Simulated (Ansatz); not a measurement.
Starting cell, Re (hcp, Mg type):

```
Re
1.0
    2.77511     0.00000     0.00000
   -1.38756     2.40332     0.00000
    0.00000     0.00000     4.48300
Re
2
Cartesian
  0.00000   1.60221   3.36225
  1.38756   0.80111   1.12075
```

Scan: atom 2 (Re, nearest neighbour Re at 2.755 Å; its periodic images, 2.8 Å or more away, move with it) is displaced along Cartesian x, direction (1.000, 0.000, 0.000) in Cartesian axes, by s. The other atoms stay.

The numbers are results of PBE (plane waves to 420 eV, PAW, scalar-relativistic; Ansatz, a first-principles code), not measurements. k mesh 15×15×9 (Γ-centred), Fermi-Dirac smearing 0.05 eV. Energies are smeared free energies. With partly filled bands, energies and forces of such displacements shift with the k mesh and the smearing. Re is run without spin polarisation. Re was relaxed with its symmetry unable to fall. Spin-orbit coupling is left out, though Re is heavy. ΔE is measured from the undisplaced structure.

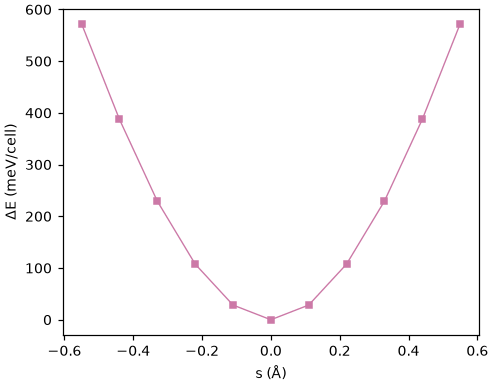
*ΔE (meV/cell) against s (Å); markers are the computed points, lines only join them.*

The force constant k = d²E/ds² at s = 0 (finite differences) is 4.73 eV/Å², the zone-centre optical wavenumber from k comes out as 118 cm⁻¹ and the force along the line at s = -0.550 Å comes out as 1.73 eV/Å. Harmonic estimate at the end of the scan: ½ks² = 715 meV/cell against the computed 572 meV/cell, so the well is softer than harmonic there. Shape of the curve: a single well with its minimum at or next to zero displacement.

The forces along the line at the two nearest points give (0.505 − (-0.505)) / (2·0.110) = 4.59 eV/Å²; the next pair corrects for the finite step.

(For displaced atoms, the force is minus the slope of the energy, and its curvature is a force constant, which sets phonon frequencies.)
